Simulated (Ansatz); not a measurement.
Single-point calculation, with input and output: Si₂H₁₀O₃

System: Si₂H₁₀O₃.
Method: RKS PBE0-D4/def2-TZVPP (Ansatz 0.2.0).

The geometry is the reactant side of a reaction. The reaction was set up to form Si1–O8, H7–O10 and H2–H9 and to break Si1–H2, H7–O8 and H9–O10 (atoms counted from 1 in the order of the input); sticks are drawn by distance alone. The geometry comes from this level: PBE0-D4/def2-TZVP.

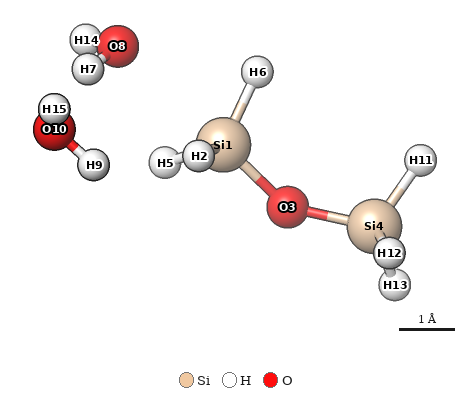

The structure as given in the input (ball-and-stick view, seen at a tilt; atoms are numbered from 1 in the order of the input). Bond lengths as drawn: H–O 0.96 to 0.97 Å, H–Si 1.48 to 1.49 Å and O–Si 1.63 to 1.65 Å.

### Key numbers

- outcome: converged
- total energy: −22051.8086 eV
- mean-field energy: −22051.5981 eV
- dispersion energy: −0.2105 eV
- SCF solution under orbital rotations: stable
- HOMO: −8.31 eV
- LUMO: 0.20 eV
- hardware: 8 threads of AMD EPYC, 23 GiB of memory available, shared host
- wall time: 2.2 s (CPU time 14 s)
- peak memory: 0.93 GiB

### The input
```yaml
crystal:
  periodic: [false, false, false]
  atoms:
    - {symbol: Si, position_ang: [0.550571, 0.011904, -0.373900]}
    - {symbol: H, position_ang: [-0.724322, 0.003209, 0.394535]}
    - {symbol: O, position_ang: [0.724243, -1.522382, -0.965246]}
    - {symbol: Si, position_ang: [1.240560, -3.028596, -0.630474]}
    - {symbol: H, position_ang: [0.468498, 0.875144, -1.572533]}
    - {symbol: H, position_ang: [1.720608, 0.288881, 0.487766]}
    - {symbol: H, position_ang: [-0.765179, 2.561131, 0.676331]}
    - {symbol: O, position_ang: [0.199937, 2.481400, 0.581974]}
    - {symbol: H, position_ang: [-2.538847, 1.256859, 0.571173]}
    - {symbol: O, position_ang: [-2.571781, 2.191888, 0.797580]}
    - {symbol: H, position_ang: [2.490669, -2.992521, 0.177003]}
    - {symbol: H, position_ang: [0.206315, -3.776811, 0.134732]}
    - {symbol: H, position_ang: [1.503072, -3.740937, -1.906092]}
    - {symbol: H, position_ang: [0.460223, 3.158513, -0.045944]}
    - {symbol: H, position_ang: [-2.964667, 2.232419, 1.673095]}
basis:
  gaussian: {orbitals: def2-TZVPP}
hamiltonian: {xc: pbe0, dispersion: d4}
output: {orbitals: {seedname: orbitals}}
```

Launch command:
```bash
ansatz run in.yaml --threads 8 --pin off --events-out ev --progress --plain --max-ram 19148MiB
```

### Output
```
Functional definition: PBE0
  name "PBE0"
  cite "Adamo & Barone, J. Chem. Phys. 110, 6158 (1999) doi:10.1063/1.478522"
  cite "Perdew, Burke & Ernzerhof, Phys. Rev. Lett. 77, 3865 (1996) doi:10.1103/PhysRevLett.77.3865"
  parent pbe
  parameter a = 0.25
  parameter kappa = 0.804
  parameter beta = 0.06672455060314922
  exchange = (1 - a)*pbe_x(kappa = kappa, mu = beta*pi^2/3) + a*exact_x
  correlation = pbe_c(beta = beta)
1625 factors; their error is unknown
mean field evaluation 1: about -22040.6547 eV, gradient 8.4e1 eV
mean field evaluation 2: about -22022.8620 eV, gradient 1.3e2 eV
mean field evaluation 4: about -22051.4612 eV, gradient 7.6e0 eV
mean field evaluation 8: about -22051.5512 eV, gradient 9.4e-2 eV
mean field evaluation 16: about -22051.5980 eV, gradient 4.6e-5 eV
mean field -22051.59803115 eV, -810.3812805347 hartree, gradient 4.6e-5 eV, S^2 0.000000; 0 other end points of the search recorded, 0 dependent functions left out
reference -22051.59807093 eV, -810.3812819967 hartree; 31, 31 occupied and 286, 286 virtual orbitals, 1625 factors
Total energy: -22051.80856754 eV, -810.3890176044 hartree
```

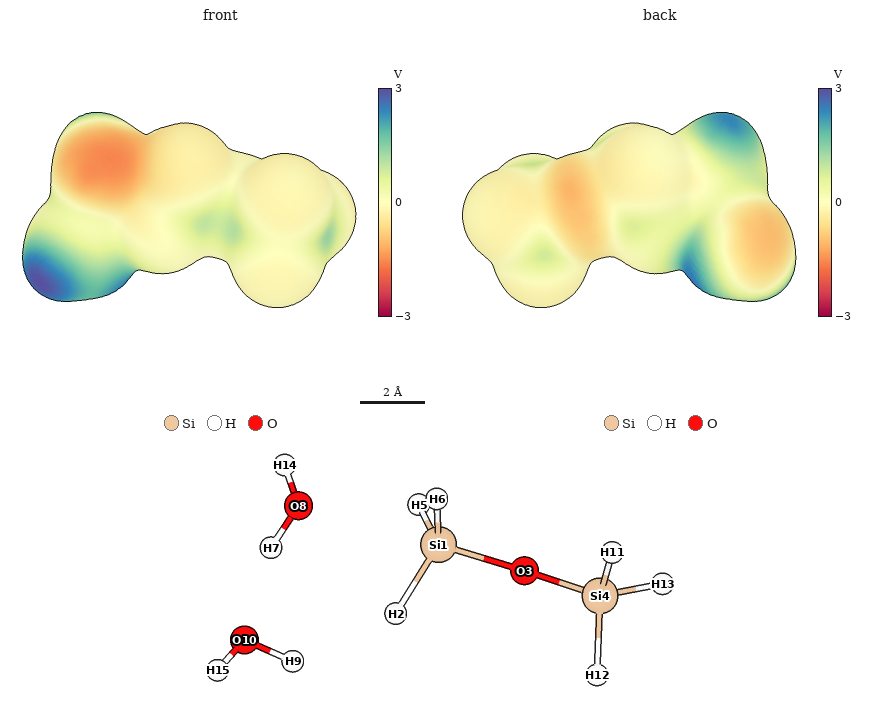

The molecular electrostatic potential painted on the density surface at 0.002 e/bohr³, seen face on and from behind; red is negative and blue positive. The bare structure is drawn below in the same view.

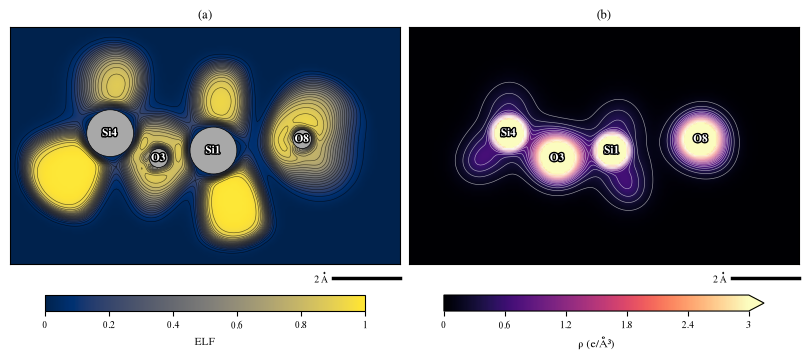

(a) electron localisation function; (b) electron density on the plane of atoms Si1, O3 and Si4. Grey discs, where drawn, cover atomic cores. Si1···O8 (2.67 Å): ρ is about 0.13 e/Å³ halfway; the ELF is only about 0.10 between them. Si–O (1.63 Å): ρ at the midpoint is about 1.2 e/Å³; the ELF peaks at about 0.85 between the atoms.

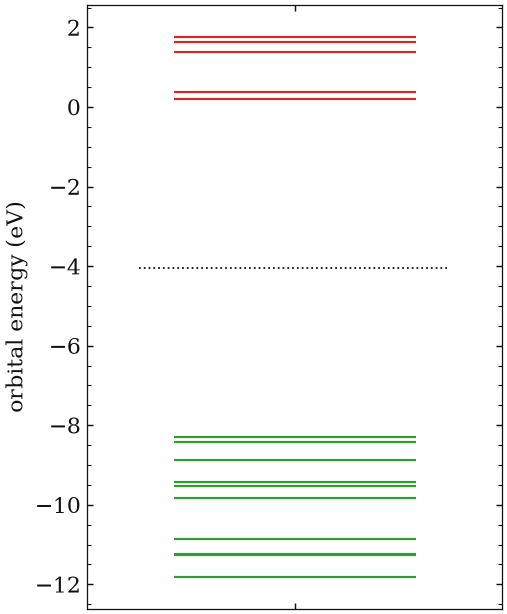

Orbital energies near the frontier; the dotted line parts filled from empty levels, and levels within 0.02 eV of each other stand side by side. Highest filled −8.31 eV, lowest empty 0.20 eV, 8.51 eV apart.
